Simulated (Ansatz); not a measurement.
# Geometry relaxation, with input and output: GdMg26O27 (charge +1) (part 4 of 5)

The same run, continued: GdMg26O27 (defect cell, 54 atoms in the cell, total charge +1); DFT, PBE, plane-wave PAW, default files, scalar-relativistic, spin-polarised (Ansatz 0.2.0); cutoff 420 eV, 3×3×3 k-mesh, Fermi–Dirac smearing of 0.01 eV, collinear spins. The structure derives from an entry of the Crystallography Open Database. It belongs to a series of runs on one base structure; here: Gd on a Mg site, charge +1, ions relaxed.

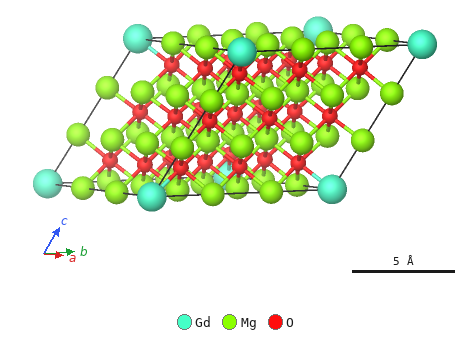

Fig. 1: The geometry at step 2 of the log (ball-and-stick view of the cell of the calculation, seen at an oblique angle).

Output, continued
```
--- Relaxed structure (5 steps of the walk, 5 accepted, 0 SCFs on fresh bases) ---
  F+E_penalty+E_count = -74760.45256243 eV   max|allowed force component| = 3.209e-3 eV/Å
  atoms:
    - { symbol: Gd, position: [-1.1692619095808414e-19, 1.2180638148517322e-20, 1.3533601539123335e-19] }
    - { symbol: Mg, position: [-5.2372776404745927e-20, -5.2372776404745927e-20, 0.34073516920281843] }
    - { symbol: Mg, position: [-5.237277640476567e-20, -5.237277640476567e-20, 0.6592648307971815] }
    - { symbol: Mg, position: [0.0, 0.34073516920281843, 0.0] }
    - { symbol: Mg, position: [-0.0004067786578753063, 0.33346892621929164, 0.3334689262192916] }
    - { symbol: Mg, position: [0.0, 0.34073516920281843, 0.6592648307971815] }
    - { symbol: Mg, position: [0.0, 0.6592648307971815, 0.0] }
    - { symbol: Mg, position: [0.0, 0.6592648307971815, 0.3407351692028185] }
    - { symbol: Mg, position: [0.0004067786578753063, 0.666531073780708, 0.666531073780708] }
    - { symbol: Mg, position: [0.34073516920281843, 0.0, 0.0] }
    - { symbol: Mg, position: [0.33346892621929164, -0.0004067786578753063, 0.3334689262192916] }
    - { symbol: Mg, position: [0.34073516920281843, 0.0, 0.6592648307971815] }
    - { symbol: Mg, position: [0.33346892621929164, 0.33346892621929164, -0.0004067786578753063] }
    - { symbol: Mg, position: [0.33346892621929164, 0.33346892621929164, 0.33346892621929164] }
    - { symbol: Mg, position: [0.33541913408099977, 0.33541913408099977, 0.6645808659190001] }
    - { symbol: Mg, position: [0.34073516920281843, 0.6592648307971815, 0.0] }
    - { symbol: Mg, position: [0.33541913408099977, 0.6645808659190001, 0.3354191340809998] }
    - { symbol: Mg, position: [0.3354191340809999, 0.664580865919, 0.664580865919] }
    - { symbol: Mg, position: [0.6592648307971815, 0.0, 0.0] }
    - { symbol: Mg, position: [0.6592648307971815, 0.0, 0.3407351692028185] }
    - { symbol: Mg, position: [0.666531073780708, 0.0004067786578753063, 0.666531073780708] }
    - { symbol: Mg, position: [0.6592648307971815, 0.34073516920281843, 0.0] }
    - { symbol: Mg, position: [0.6645808659190001, 0.33541913408099977, 0.3354191340809998] }
    - { symbol: Mg, position: [0.664580865919, 0.3354191340809999, 0.664580865919] }
    - { symbol: Mg, position: [0.666531073780708, 0.666531073780708, 0.0004067786578753063] }
    - { symbol: Mg, position: [0.664580865919, 0.664580865919, 0.3354191340809999] }
    - { symbol: Mg, position: [0.666531073780708, 0.666531073780708, 0.666531073780708] }
    - { symbol: O, position: [0.16628423395297864, 0.16628423395297864, 0.16628423395297864] }
    - { symbol: O, position: [0.16628423395297864, 0.16628423395297864, 0.5011472981410641] }
    - { symbol: O, position: [0.1749678037940945, 0.1749678037940945, 0.8250321962059054] }
    - { symbol: O, position: [0.16628423395297864, 0.5011472981410641, 0.16628423395297864] }
    - { symbol: O, position: [0.16710621961428213, 0.49999999999999994, 0.4999999999999999] }
    - { symbol: O, position: [0.16710621961428213, 0.49999999999999994, 0.8328937803857178] }
    - { symbol: O, position: [0.1749678037940945, 0.8250321962059054, 0.17496780379409455] }
    - { symbol: O, position: [0.16710621961428213, 0.8328937803857177, 0.49999999999999994] }
    - { symbol: O, position: [0.1749678037940945, 0.8250321962059054, 0.8250321962059053] }
    - { symbol: O, position: [0.5011472981410641, 0.16628423395297864, 0.16628423395297864] }
    - { symbol: O, position: [0.49999999999999994, 0.16710621961428213, 0.4999999999999999] }
    - { symbol: O, position: [0.49999999999999994, 0.16710621961428213, 0.8328937803857178] }
    - { symbol: O, position: [0.49999999999999994, 0.49999999999999994, 0.16710621961428213] }
    - { symbol: O, position: [0.49999999999999994, 0.49999999999999994, 0.49999999999999994] }
    - { symbol: O, position: [0.49999999999999994, 0.49999999999999994, 0.8328937803857177] }
    - { symbol: O, position: [0.49999999999999994, 0.8328937803857177, 0.16710621961428207] }
    - { symbol: O, position: [0.49999999999999994, 0.8328937803857177, 0.5] }
    - { symbol: O, position: [0.4988527018589355, 0.8337157660470214, 0.8337157660470214] }
    - { symbol: O, position: [0.8250321962059054, 0.1749678037940945, 0.17496780379409455] }
    - { symbol: O, position: [0.8328937803857177, 0.16710621961428213, 0.49999999999999994] }
    - { symbol: O, position: [0.8250321962059054, 0.1749678037940945, 0.8250321962059053] }
    - { symbol: O, position: [0.8328937803857177, 0.49999999999999994, 0.16710621961428207] }
    - { symbol: O, position: [0.8328937803857177, 0.49999999999999994, 0.5] }
    - { symbol: O, position: [0.8337157660470214, 0.4988527018589355, 0.8337157660470214] }
    - { symbol: O, position: [0.8250321962059054, 0.8250321962059054, 0.1749678037940945] }
    - { symbol: O, position: [0.8337157660470214, 0.8337157660470214, 0.4988527018589355] }
    - { symbol: O, position: [0.8337157660470214, 0.8337157660470214, 0.8337157660470214] }
--- Löwdin populations: 54 sites ---
  site symbol       q [e]    m [muB]
     0     Gd     17.5814     6.8987
     1     Mg      8.4439    -0.0001
     2     Mg      8.4439    -0.0001
     3     Mg      8.4439    -0.0001
     4     Mg      8.4624     0.0000
     5     Mg      8.4439    -0.0001
     6     Mg      8.4439    -0.0001
     7     Mg      8.4439    -0.0001
     8     Mg      8.4624     0.0000
     9     Mg      8.4439    -0.0001
    10     Mg      8.4624     0.0000
    11     Mg      8.4439    -0.0001
    12     Mg      8.4624     0.0000
    13     Mg      8.4624     0.0000
    14     Mg      8.4571     0.0000
    15     Mg      8.4439    -0.0001
    16     Mg      8.4571     0.0000
    17     Mg      8.4571     0.0000
    18     Mg      8.4439    -0.0001
    19     Mg      8.4439    -0.0001
    20     Mg      8.4624     0.0000
    21     Mg      8.4439    -0.0001
    22     Mg      8.4571     0.0000
    23     Mg      8.4571     0.0000
    24     Mg      8.4624     0.0000
    25     Mg      8.4571     0.0000
    26     Mg      8.4624     0.0000
    27      O      7.3765     0.0004
    28      O      7.3765     0.0004
    29      O      7.1575     0.0152
    30      O      7.3765     0.0004
    31      O      7.3865     0.0000
    32      O      7.3865     0.0000
    33      O      7.1575     0.0152
    34      O      7.3865     0.0000
    35      O      7.1575     0.0152
    36      O      7.3765     0.0004
    37      O      7.3865     0.0000
    38      O      7.3865     0.0000
    39      O      7.3865     0.0000
    40      O      7.3896     0.0000
    41      O      7.3865     0.0000
    42      O      7.3865     0.0000
    43      O      7.3865     0.0000
    44      O      7.3765     0.0004
    45      O      7.1575     0.0152
    46      O      7.3865     0.0000
    47      O      7.1575     0.0152
    48      O      7.3865     0.0000
    49      O      7.3865     0.0000
    50      O      7.3765     0.0004
    51      O      7.1575     0.0152
    52      O      7.3765     0.0004
    53      O      7.3765     0.0004
  spilling = 0.008348 (of n_electrons = 439.000000)
```

File populations.tsv
```
# site	symbol	l	j	q_up	q_dn
# orbitals = lowdin
# n_electrons = 439.000000
# spilling = 0.008348
# projection_atom_Gd: [Kr 4d10] 4f7 5s2 5p6 5d1 6s2
0	Gd	0_5S	-	0.979376	0.981681
0	Gd	0_6S	-	0.207565	0.196962
0	Gd	1_5P	-	2.990163	2.982316
0	Gd	2_5D	-	1.069997	0.996078
0	Gd	3_4F	-	6.992961	0.184337
1	Mg	0_2S	-	0.997088	0.997070
1	Mg	0_3S	-	0.224922	0.225081
1	Mg	1_2P	-	2.999853	2.999851
2	Mg	0_2S	-	0.997088	0.997070
2	Mg	0_3S	-	0.224922	0.225081
2	Mg	1_2P	-	2.999853	2.999851
3	Mg	0_2S	-	0.997088	0.997070
3	Mg	0_3S	-	0.224922	0.225081
3	Mg	1_2P	-	2.999853	2.999851
4	Mg	0_2S	-	0.997779	0.997779
4	Mg	0_3S	-	0.233539	0.233528
4	Mg	1_2P	-	2.999889	2.999889
5	Mg	0_2S	-	0.997088	0.997070
5	Mg	0_3S	-	0.224922	0.225081
5	Mg	1_2P	-	2.999853	2.999851
6	Mg	0_2S	-	0.997088	0.997070
6	Mg	0_3S	-	0.224922	0.225081
6	Mg	1_2P	-	2.999853	2.999851
7	Mg	0_2S	-	0.997088	0.997070
7	Mg	0_3S	-	0.224922	0.225081
7	Mg	1_2P	-	2.999853	2.999851
8	Mg	0_2S	-	0.997779	0.997779
8	Mg	0_3S	-	0.233539	0.233528
8	Mg	1_2P	-	2.999889	2.999889
9	Mg	0_2S	-	0.997088	0.997070
9	Mg	0_3S	-	0.224922	0.225081
9	Mg	1_2P	-	2.999853	2.999851
10	Mg	0_2S	-	0.997779	0.997779
10	Mg	0_3S	-	0.233539	0.233528
10	Mg	1_2P	-	2.999889	2.999889
11	Mg	0_2S	-	0.997088	0.997070
11	Mg	0_3S	-	0.224922	0.225081
11	Mg	1_2P	-	2.999853	2.999851
12	Mg	0_2S	-	0.997779	0.997779
12	Mg	0_3S	-	0.233539	0.233528
12	Mg	1_2P	-	2.999889	2.999889
13	Mg	0_2S	-	0.997779	0.997779
13	Mg	0_3S	-	0.233539	0.233528
13	Mg	1_2P	-	2.999889	2.999889
14	Mg	0_2S	-	0.997703	0.997704
14	Mg	0_3S	-	0.230995	0.230956
14	Mg	1_2P	-	2.999875	2.999875
15	Mg	0_2S	-	0.997088	0.997070
15	Mg	0_3S	-	0.224922	0.225081
15	Mg	1_2P	-	2.999853	2.999851
16	Mg	0_2S	-	0.997703	0.997704
16	Mg	0_3S	-	0.230995	0.230956
16	Mg	1_2P	-	2.999875	2.999875
17	Mg	0_2S	-	0.997703	0.997704
17	Mg	0_3S	-	0.230995	0.230956
17	Mg	1_2P	-	2.999875	2.999875
18	Mg	0_2S	-	0.997088	0.997070
18	Mg	0_3S	-	0.224922	0.225081
18	Mg	1_2P	-	2.999853	2.999851
19	Mg	0_2S	-	0.997088	0.997070
19	Mg	0_3S	-	0.224922	0.225081
19	Mg	1_2P	-	2.999853	2.999851
20	Mg	0_2S	-	0.997779	0.997779
20	Mg	0_3S	-	0.233539	0.233528
20	Mg	1_2P	-	2.999889	2.999889
21	Mg	0_2S	-	0.997088	0.997070
21	Mg	0_3S	-	0.224922	0.225081
21	Mg	1_2P	-	2.999853	2.999851
22	Mg	0_2S	-	0.997703	0.997704
22	Mg	0_3S	-	0.230995	0.230956
22	Mg	1_2P	-	2.999875	2.999875
23	Mg	0_2S	-	0.997703	0.997704
23	Mg	0_3S	-	0.230995	0.230956
23	Mg	1_2P	-	2.999875	2.999875
24	Mg	0_2S	-	0.997779	0.997779
24	Mg	0_3S	-	0.233539	0.233528
24	Mg	1_2P	-	2.999889	2.999889
25	Mg	0_2S	-	0.997703	0.997704
25	Mg	0_3S	-	0.230995	0.230956
25	Mg	1_2P	-	2.999875	2.999875
26	Mg	0_2S	-	0.997779	0.997779
26	Mg	0_3S	-	0.233539	0.233528
26	Mg	1_2P	-	2.999889	2.999889
27	O	0_2S	-	0.924738	0.924694
27	O	1_2P	-	2.763741	2.763367
28	O	0_2S	-	0.924738	0.924694
28	O	1_2P	-	2.763741	2.763367
29	O	0_2S	-	0.897977	0.896793
29	O	1_2P	-	2.688380	2.674352
30	O	0_2S	-	0.924738	0.924694
30	O	1_2P	-	2.763741	2.763367
31	O	0_2S	-	0.923433	0.923425
31	O	1_2P	-	2.769863	2.769829
32	O	0_2S	-	0.923433	0.923425
32	O	1_2P	-	2.769863	2.769829
33	O	0_2S	-	0.897977	0.896793
33	O	1_2P	-	2.688380	2.674352
34	O	0_2S	-	0.923433	0.923425
34	O	1_2P	-	2.769863	2.769829
35	O	0_2S	-	0.897977	0.896793
35	O	1_2P	-	2.688380	2.674352
36	O	0_2S	-	0.924738	0.924694
36	O	1_2P	-	2.763741	2.763367
37	O	0_2S	-	0.923433	0.923425
37	O	1_2P	-	2.769863	2.769829
38	O	0_2S	-	0.923433	0.923425
38	O	1_2P	-	2.769863	2.769829
39	O	0_2S	-	0.923433	0.923425
39	O	1_2P	-	2.769863	2.769829
40	O	0_2S	-	0.922702	0.922693
40	O	1_2P	-	2.772120	2.772107
41	O	0_2S	-	0.923433	0.923425
41	O	1_2P	-	2.769863	2.769829
42	O	0_2S	-	0.923433	0.923425
42	O	1_2P	-	2.769863	2.769829
43	O	0_2S	-	0.923433	0.923425
43	O	1_2P	-	2.769863	2.769829
44	O	0_2S	-	0.924738	0.924694
44	O	1_2P	-	2.763741	2.763367
45	O	0_2S	-	0.897977	0.896793
45	O	1_2P	-	2.688380	2.674352
46	O	0_2S	-	0.923433	0.923425
46	O	1_2P	-	2.769863	2.769829
47	O	0_2S	-	0.897977	0.896793
47	O	1_2P	-	2.688380	2.674352
48	O	0_2S	-	0.923433	0.923425
48	O	1_2P	-	2.769863	2.769829
49	O	0_2S	-	0.923433	0.923425
49	O	1_2P	-	2.769863	2.769829
50	O	0_2S	-	0.924738	0.924694
50	O	1_2P	-	2.763741	2.763367
51	O	0_2S	-	0.897977	0.896793
51	O	1_2P	-	2.688380	2.674352
52	O	0_2S	-	0.924738	0.924694
52	O	1_2P	-	2.763741	2.763367
53	O	0_2S	-	0.924738	0.924694
53	O	1_2P	-	2.763741	2.763367
```

Trajectory as extended XYZ (Å, eV, eV/Å), 4 of the 5 frames kept, from step=1 to step=5
```
54
Lattice="0.0000 6.3255 6.3255 6.3255 0.0000 6.3255 6.3255 6.3255 0.0000" Properties=species:S:1:pos:R:3:forces:R:3 step=1 energy=-74759.21999
Gd    0.0000    0.0000    0.0000    0.0000   0.0000   0.0000
Mg    2.1085    2.1085    0.0000    0.7896   0.7896   0.0000
Mg    4.2170    4.2170    0.0000   -0.7896  -0.7896   0.0000
Mg    2.1085    0.0000    2.1085    0.7896   0.0000   0.7896
Mg    4.2170    2.1085    2.1085    0.0593  -0.0593  -0.0593
Mg    6.3255    4.2170    2.1085    0.0000  -0.7896   0.7896
Mg    4.2170    0.0000    4.2170   -0.7896   0.0000  -0.7896
Mg    6.3255    2.1085    4.2170    0.0000   0.7896  -0.7896
Mg    8.4340    4.2170    4.2170   -0.0593   0.0593   0.0593
Mg    0.0000    2.1085    2.1085    0.0000   0.7896   0.7896
Mg    2.1085    4.2170    2.1085   -0.0593   0.0593  -0.0593
Mg    4.2170    6.3255    2.1085   -0.7896   0.0000   0.7896
Mg    2.1085    2.1085    4.2170   -0.0593  -0.0593   0.0593
Mg    4.2170    4.2170    4.2170    0.0593   0.0593   0.0593
Mg    6.3255    6.3255    4.2170    0.0000   0.0000   0.4699
Mg    4.2170    2.1085    6.3255   -0.7896   0.7896   0.0000
Mg    6.3255    4.2170    6.3255    0.0000   0.4699   0.0000
Mg    8.4340    6.3255    6.3255   -0.4699   0.0000   0.0000
Mg    0.0000    4.2170    4.2170    0.0000  -0.7896  -0.7896
Mg    2.1085    6.3255    4.2170    0.7896   0.0000  -0.7896
Mg    4.2170    8.4340    4.2170    0.0593  -0.0593   0.0593
Mg    2.1085    4.2170    6.3255    0.7896  -0.7896   0.0000
Mg    4.2170    6.3255    6.3255    0.4699   0.0000   0.0000
Mg    6.3255    8.4340    6.3255    0.0000  -0.4699   0.0000
Mg    4.2170    4.2170    8.4340    0.0593   0.0593  -0.0593
Mg    6.3255    6.3255    8.4340    0.0000   0.0000  -0.4699
Mg    8.4340    8.4340    8.4340   -0.0593  -0.0593  -0.0593
O     2.1085    2.1085    2.1085   -0.2075  -0.2075  -0.2075
O     4.2170    4.2170    2.1085    0.2075   0.2075  -0.2075
O     6.3255    6.3255    2.1085    0.0000   0.0000   2.4551
O     4.2170    2.1085    4.2170    0.2075  -0.2075   0.2075
O     6.3255    4.2170    4.2170    0.0000  -0.0696  -0.0696
O     8.4340    6.3255    4.2170    0.0696   0.0000  -0.0696
O     6.3255    2.1085    6.3255    0.0000   2.4551   0.0000
O     8.4340    4.2170    6.3255    0.0696  -0.0696   0.0000
O    10.5425    6.3255    6.3255   -2.4551   0.0000   0.0000
O     2.1085    4.2170    4.2170   -0.2075   0.2075   0.2075
O     4.2170    6.3255    4.2170   -0.0696   0.0000  -0.0696
O     6.3255    8.4340    4.2170    0.0000   0.0696  -0.0696
O     4.2170    4.2170    6.3255   -0.0696  -0.0696   0.0000
O     6.3255    6.3255    6.3255    0.0000   0.0000   0.0000
O     8.4340    8.4340    6.3255    0.0696   0.0696   0.0000
O     6.3255    4.2170    8.4340    0.0000  -0.0696   0.0696
O     8.4340    6.3255    8.4340    0.0696   0.0000   0.0696
O    10.5425    8.4340    8.4340    0.2075  -0.2075  -0.2075
O     2.1085    6.3255    6.3255    2.4551   0.0000   0.0000
O     4.2170    8.4340    6.3255   -0.0696   0.0696   0.0000
O     6.3255   10.5425    6.3255    0.0000  -2.4551   0.0000
O     4.2170    6.3255    8.4340   -0.0696   0.0000   0.0696
O     6.3255    8.4340    8.4340    0.0000   0.0696   0.0696
O     8.4340   10.5425    8.4340   -0.2075   0.2075  -0.2075
O     6.3255    6.3255   10.5425    0.0000   0.0000  -2.4551
O     8.4340    8.4340   10.5425   -0.2075  -0.2075   0.2075
O    10.5425   10.5425   10.5425    0.2075   0.2075   0.2075
54
Lattice="0.0000 6.3255 6.3255 6.3255 0.0000 6.3255 6.3255 6.3255 0.0000" Properties=species:S:1:pos:R:3:forces:R:3 step=2 energy=-74760.34155
Gd    0.0000    0.0000    0.0000    0.0000   0.0000   0.0000
Mg    2.1389    2.1389    0.0000    0.3166   0.3166   0.0000
Mg    4.1866    4.1866    0.0000   -0.3166  -0.3166   0.0000
Mg    2.1389    0.0000    2.1389    0.3166   0.0000   0.3166
Mg    4.2190    2.1065    2.1065    0.0279  -0.0279  -0.0279
Mg    6.3255    4.1866    2.1389    0.0000  -0.3166   0.3166
Mg    4.1866    0.0000    4.1866   -0.3166   0.0000  -0.3166
Mg    6.3255    2.1389    4.1866    0.0000   0.3166  -0.3166
Mg    8.4320    4.2190    4.2190   -0.0279   0.0279   0.0279
Mg    0.0000    2.1389    2.1389    0.0000   0.3166   0.3166
Mg    2.1065    4.2190    2.1065   -0.0279   0.0279  -0.0279
Mg    4.1866    6.3255    2.1389   -0.3166   0.0000   0.3166
Mg    2.1065    2.1065    4.2190   -0.0279  -0.0279   0.0279
Mg    4.2190    4.2190    4.2190    0.0279   0.0279   0.0279
Mg    6.3255    6.3255    4.2699    0.0000   0.0000  -0.4174
Mg    4.1866    2.1389    6.3255   -0.3166   0.3166   0.0000
Mg    6.3255    4.2699    6.3255    0.0000  -0.4174   0.0000
Mg    8.3811    6.3255    6.3255    0.4174   0.0000   0.0000
Mg    0.0000    4.1866    4.1866    0.0000  -0.3166  -0.3166
Mg    2.1389    6.3255    4.1866    0.3166   0.0000  -0.3166
Mg    4.2190    8.4320    4.2190    0.0279  -0.0279   0.0279
Mg    2.1389    4.1866    6.3255    0.3166  -0.3166   0.0000
Mg    4.2699    6.3255    6.3255   -0.4174   0.0000   0.0000
Mg    6.3255    8.3811    6.3255    0.0000   0.4174   0.0000
Mg    4.2190    4.2190    8.4320    0.0279   0.0279  -0.0279
Mg    6.3255    6.3255    8.3811    0.0000   0.0000   0.4174
Mg    8.4320    8.4320    8.4320   -0.0279  -0.0279  -0.0279
O     2.1057    2.1057    2.1057   -0.0753  -0.0753  -0.0753
O     4.2198    4.2198    2.1057    0.0753   0.0753  -0.0753
O     6.3255    6.3255    2.2101    0.0000   0.0000   0.0358
O     4.2198    2.1057    4.2198    0.0753  -0.0753   0.0753
O     6.3255    4.2282    4.2282    0.0000  -0.1240  -0.1240
O     8.4228    6.3255    4.2282    0.1240   0.0000  -0.1240
O     6.3255    2.2101    6.3255    0.0000   0.0358   0.0000
O     8.4228    4.2282    6.3255    0.1240  -0.1240   0.0000
O    10.4409    6.3255    6.3255   -0.0358   0.0000   0.0000
O     2.1057    4.2198    4.2198   -0.0753   0.0753   0.0753
O     4.2282    6.3255    4.2282   -0.1240   0.0000  -0.1240
O     6.3255    8.4228    4.2282    0.0000   0.1240  -0.1240
O     4.2282    4.2282    6.3255   -0.1240  -0.1240   0.0000
O     6.3255    6.3255    6.3255    0.0000   0.0000   0.0000
O     8.4228    8.4228    6.3255    0.1240   0.1240   0.0000
O     6.3255    4.2282    8.4228    0.0000  -0.1240   0.1240
O     8.4228    6.3255    8.4228    0.1240   0.0000   0.1240
O    10.5453    8.4312    8.4312    0.0753  -0.0753  -0.0753
O     2.2101    6.3255    6.3255    0.0358   0.0000   0.0000
O     4.2282    8.4228    6.3255   -0.1240   0.1240   0.0000
O     6.3255   10.4409    6.3255    0.0000  -0.0358   0.0000
O     4.2282    6.3255    8.4228   -0.1240   0.0000   0.1240
O     6.3255    8.4228    8.4228    0.0000   0.1240   0.1240
O     8.4312   10.5453    8.4312   -0.0753   0.0753  -0.0753
O     6.3255    6.3255   10.4409    0.0000   0.0000  -0.0358
O     8.4312    8.4312   10.5453   -0.0753  -0.0753   0.0753
O    10.5453   10.5453   10.5453    0.0753   0.0753   0.0753
```
